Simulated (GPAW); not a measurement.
# C3H2FN (SMILES N#C/C=C/F): PBE/plane waves (scalar-relativistic datasets)

Wanted: the atomisation energy of C3H2FN. The job is set up through an ASE script.

The calculation is run with GPAW 26.7.0.

1 further run of the same task is left out (it didn't finish). Runs told in other sessions of the task aren't counted.

### Step 1. The system as given

C3H2FN has 7 atoms, charge 0, and is taken as a singlet. SMILES: `N#C/C=C/F`. Geometry: relaxed at GFN2-xTB.

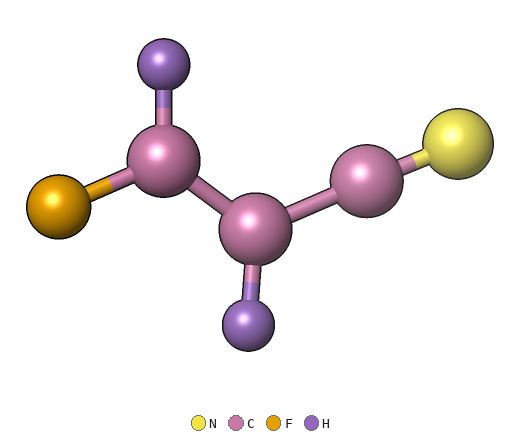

The structure, seen from a chosen angle (nitrogen yellow, carbon pink, fluorine amber, hydrogen purple).

### Step 2. The atomisation energy at PBE/plane waves (scalar-relativistic datasets)

molecule.xyz reads:

```xyz
7

N      0.657710    -2.072820     1.309430
C      0.371380    -1.041380     0.901080
C      0.023120     0.237070     0.426870
C     -0.241820     0.458450    -0.855550
F     -0.570030     1.669230    -1.297890
H     -0.017750     1.033360     1.157570
H     -0.222620    -0.283910    -1.641520
```

molecule.py reads:

```python
from ase import Atoms
from ase.io import read
from gpaw import GPAW, PW

# Set up the molecule
mol = read('molecule.xyz')
mol.center(vacuum=4.5)

# Calculator
calc = GPAW(mode=PW(400), xc='PBE', maxiter=100, symmetry='off', txt='-')
mol.calc = calc

e = mol.get_potential_energy()
e_mol = {'PBE': e}

# Free atoms in the same box, Hund's rule
e_atom = {}
for symbol in sorted(set(mol.symbols)):
    atom = Atoms(symbol, cell=mol.cell, pbc=mol.pbc)
    atom.center()
    atom.calc = GPAW(mode={'name': 'pw', 'ecut': 400},
                     xc='PBE',
                     maxiter=150,
                     symmetry='off',
                     hund=True,
                     txt=f'{symbol}_atom.txt')
    e = atom.get_potential_energy()
    e_atom[symbol] = {'PBE': e}

atomisation = {xc: sum(e_atom[x][xc] for x in mol.symbols) - e_mol[xc] for xc in e_mol}
for xc, de in atomisation.items():
    print(f'{xc:32} {de:9.3f} eV')
```

Command:

```
$ python molecule.py > molecule.log
```

Output:

```text
[...]
  mode=PW(ecut=400.0),
[...]
Number of symmetries: 1
[...]
  Number of IBZ points: 1
[...]
Cutoff: 400.0 eV
Spin-components: 1 (collinear spins)
Bands:           20
[...]
  Valence electrons: 26.0
[...]
  Grid points: [48 60 56]
  Charge: 0.0  # |e|
[...]
    cutoffs:
[...]
occupation numbers:
  # Zero width
[...]
xc functional:
  name: PBE with 2 nearest neighbor stencil
[...]
|iter     |     time |      energy | eigst |  dens |
[...]
|iter:   1| 00:00:03 |  -45.420968 | +0.53 |       |
[...]
|iter:  11| 00:00:13 |  -41.883444c| -7.96c| -4.49c|
Converged in 11 steps
[...]
Energy contributions relative to reference atoms: (reference = -7303.666960)
Energy contributions:
  Kinetic:          34.287587
  Coulomb:         -35.962390
  Zero:              0.191328
  External:          0.000000
  Xc:              -40.399969
  Entropy:           0.000000
  Spinorbit:         0.000000
  ----------------------------
  Free energy:     -41.883444
  Extrapolated:    -41.883444
dipole moment: (-0.154748, 0.487330, -0.301551)  # |e|*Ang
Fermi level: -4.548
Eigenvalues  # (at kpt = [0.000, 0.000, 0.000])
| band index |      eig [eV] | occ [0-2] |
|------------|---------------|-----------|
|          0 |       -31.850 |     2.000 |
|        ... |               |           |
|          5 |       -13.558 |     2.000 |
|          6 |       -11.932 |     2.000 |
|          7 |       -11.674 |     2.000 |
|          8 |        -9.654 |     2.000 |
|          9 |        -9.297 |     2.000 |
|         10 |        -8.559 |     2.000 |
|         11 |        -8.256 |     2.000 |
|         12 |        -6.831 |     2.000 |
|         13 |        -2.265 |     0.000 |
|         14 |        -0.506 |     0.000 |
[...]
Gap: 4.566 eV
Transition (v -> c):
  (s=0, k=0, n=12, [0.00, 0.00, 0.00]) -> (s=0, k=0, n=13, [0.00, 0.00, 0.00])
No difference between direct/indirect transitions
vacuum-level: 0.338  # V
PBE                                 34.779 eV
```

Run time: 43 s. Hardware: 1 thread of Intel Xeon Platinum 8375C at 2.90GHz (Ice Lake), shared host; peak memory 0.71 GiB.

### Step 3. What came out

Level: PBE/plane waves (scalar-relativistic datasets).

```
                                                 quantity        value
   energy as printed (from the program's reference atoms)  -41.8834 eV
                                            dipole moment       2.85 D
HOMO energy (shifted to the vacuum level, unlike the log)     -7.17 eV
LUMO energy (shifted to the vacuum level, unlike the log)     -2.60 eV
                                            HOMO–LUMO gap      4.57 eV
                       atomisation energy (program's own)     34.78 eV
```
